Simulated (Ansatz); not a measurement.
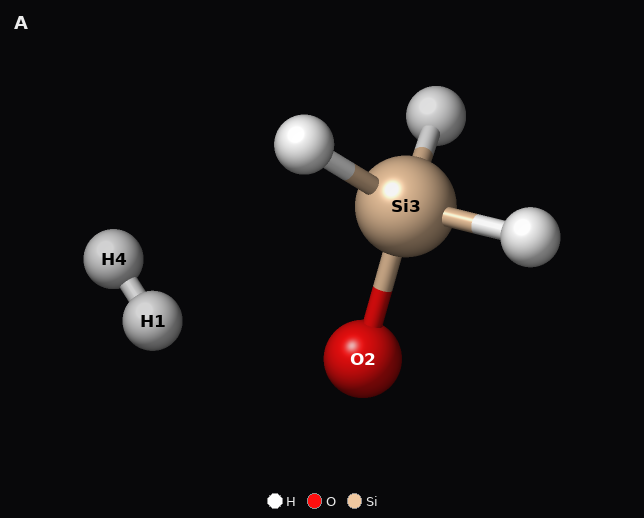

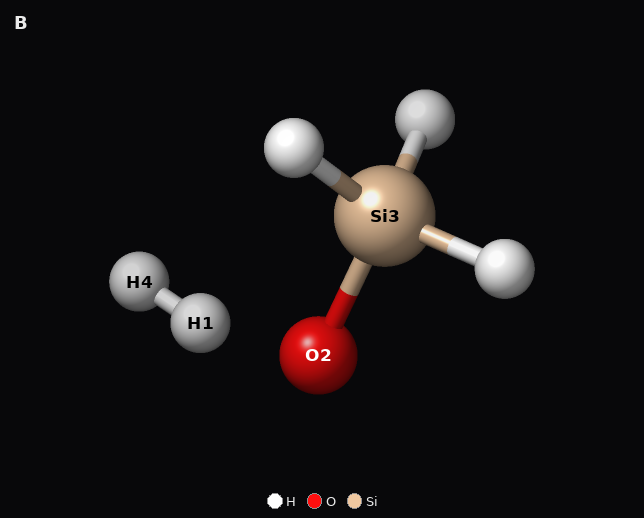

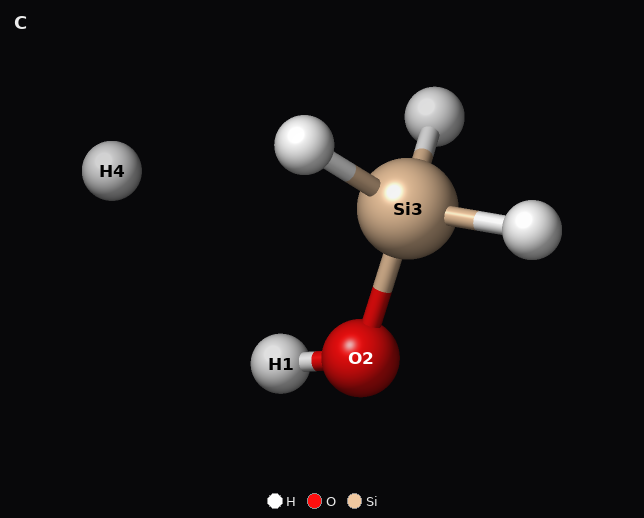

Three stationary points along one reaction path, in mixed order. Sticks follow a distance rule, so a partial bond may show as a full stick or not at all. State: neutral, doublet. Geometries: PBE0-D4/def2-TZVP; all other levels are single points on them, and energies count from the start as drawn. Program: Ansatz 0.2.0. In CBS estimates cores are frozen, and CCSD(T) − MP2 is taken in the smaller basis.

Which panel shows the transition state?

Answer. B.

Which bonds form and which break from C to A?

Answer. Formed: H1–H4; broken: H1–O2. At the saddle point H1···H4 is 0.81 Å, H1···O2 is 1.42 Å.

Give the electronic barrier and the reaction energy from C to A in kcal/mol (no zero-point energy) with CCSD(T)/CBS (MP2 limit from def2-TZVPP and def2-QZVPP plus CCSD(T) − MP2); B2PLYP (frozen core)/def2-TZVPP; B97M-V/def2-TZVPP; ωB97M-V/def2-SVP.

| level | barrier | reaction energy |
| --- | --- | --- |
| CCSD(T)/CBS (MP2 limit from def2-TZVPP and def2-QZVPP plus CCSD(T) − MP2) | 22.7 | +16.9 |
| B2PLYP (frozen core)/def2-TZVPP | 19.1 | +14.8 |
| B97M-V/def2-TZVPP | 15.0 | +11.4 |
| ωB97M-V/def2-SVP | 18.7 | +15.1 |
